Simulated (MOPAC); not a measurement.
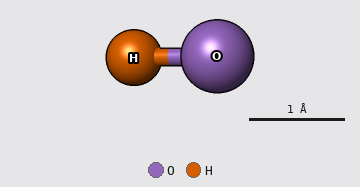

*The structure (ball-and-stick view, seen at an oblique angle).*

Bond lengths as drawn: H–O 0.98 Å.

**Run report: HO, single-point calculation**

System: HO, multiplicity 2, SMILES [OH].
Method: PM6, ROHF (MOPAC 23.2.5).

The geometry was optimised with PM6.

The input (mol.mop)
```
PM6 DOUBLET 1SCF CHARGE=0 RHF AUX(PRECISION=6) THREADS=1
HO, PM6

O      0.411408 1    -0.147933 1     0.226025 1
H     -0.410673 1     0.135213 1    -0.224609 1
```

Launched with:
```bash
mopac mol.mop
```

Output
```
MOPAC v23.2.5
PM6 CALCULATION RESULTS

 *  PM6        - The PM6 Hamiltonian to be used
 *  DOUBLET    - SPIN STATE DEFINED AS A DOUBLET
 *  RHF        - RESTRICTED HARTREE-FOCK CALCULATION
 *
 *
 *
 *                 CHARGE ON SYSTEM = 0
 *
 *
 *
 *  1SCF       - DO 1 SCF AND THEN STOP
 *  THREADS=1  - MULTI-THREADING NOT USED
 *  AUX        - OUTPUT AUXILIARY INFORMATION
PM6 DOUBLET 1SCF CHARGE=0 RHF AUX(PRECISION=6) THREADS=1
 HO, PM6

   ATOM   CHEMICAL          X               Y               Z
  NUMBER   SYMBOL      (ANGSTROMS)     (ANGSTROMS)     (ANGSTROMS)

     1       O          0.41140800  *  -0.14793300  *   0.22602500  *
     2       H         -0.41067300  *   0.13521300  *  -0.22460900  *

          CARTESIAN COORDINATES

    NO.       ATOM           X           Y           Z

     1         O          0.4114     -0.1479      0.2260
     2         H         -0.4107      0.1352     -0.2246

           Empirical Formula: H O  =     2 atoms

      MOLECULAR POINT GROUP   :   C*v

 DOUBLET STATE CALCULATION

      THERE ARE    3 DOUBLY FILLED LEVELS

      RHF CALCULATION, NO. OF DOUBLY OCCUPIED LEVELS = 3

                       NO. OF SINGLY OCCUPIED LEVELS =    1

 -------------------------------------------------------------------------------
 PM6 DOUBLET 1SCF CHARGE=0 RHF AUX(PRECISION=6) THREADS=1
 HO, PM6

     1SCF WAS SPECIFIED, SO BFGS WAS NOT USED
     SCF FIELD WAS ACHIEVED

                              PM6 CALCULATION

          FINAL HEAT OF FORMATION =         14.34489 KCAL/MOL =      60.01902 KJ/MOL

          COSMO AREA              =         39.87 SQUARE ANGSTROMS
          COSMO VOLUME            =         23.33 CUBIC ANGSTROMS

          IONIZATION POTENTIAL    =         15.494069 EV          STATE:   1 DOUBLET ????
          HOMO (SOMO) LUMO (EV)   =      -11.387 ( -8.685)  4.607
          NO. OF FILLED LEVELS    =          3
          AND NO. OF OPEN LEVELS  =          1
          MOLECULAR WEIGHT        =         17.0073         POINT GROUP:  C*v

          MOLECULAR DIMENSIONS (Angstroms)

            Atom       Atom       Distance
            H     2    O     1     0.97932
            H     2    O     1     0.00000
            O     1    H     2     0.00000

          SCF CALCULATIONS        =          1

          WALL-CLOCK TIME         =      0.008 SECONDS
          COMPUTATION TIME        =      0.005 SECONDS

   ATOM   CHEMICAL          X               Y               Z
  NUMBER   SYMBOL      (ANGSTROMS)     (ANGSTROMS)     (ANGSTROMS)

     1       O          0.41140800  *  -0.14793300  *   0.22602500  *
     2       H         -0.41067300  *   0.13521300  *  -0.22460900  *

                             CARTESIAN COORDINATES

   1    O        0.411408000    -0.147933000     0.226025000
   2    H       -0.410673000     0.135213000    -0.224609000

           Empirical Formula: H O  =     2 atoms

      MOLECULAR POINT GROUP   :   C*v

                  EIGENVALUES
 -28.87040 -16.08934 -11.38727  -8.68497   4.60659

              NET ATOMIC CHARGES AND DIPOLE CONTRIBUTIONS

  ATOM NO.   TYPE          CHARGE      No. of ELECS.   s-Pop       p-Pop
    1          O          -0.262951        6.2630     1.92332     4.33963
    2          H           0.262951        0.7370     0.73705
 DIPOLE           X         Y         Z       TOTAL
 POINT-CHG.    -1.038     0.358    -0.569     1.237
 HYBRID        -0.228     0.078    -0.125     0.271
 SUM           -1.266     0.436    -0.694     1.508

          ATOMIC ORBITAL ELECTRON POPULATIONS

     Atom    s        px        py        pz
    1  O   1.92332   1.40121   1.83809   1.10034
    2  H   0.73705

 *                    *
 * JOB ENDED NORMALLY *
 *                    *

 TOTAL JOB TIME:             0.02 SECONDS

 == MOPAC DONE ==
```

Results in brief

```csv
quantity,value
outcome,converged
heat of formation,14.34 kcal/mol
basis functions,5
dipole moment,1.51 D
hardware,"1 thread of AMD EPYC (Zen 5), 128 GiB of memory available, shared host"
peak memory,0.076 GiB
```

Notes

MOPAC's energies along a path are heats of formation.
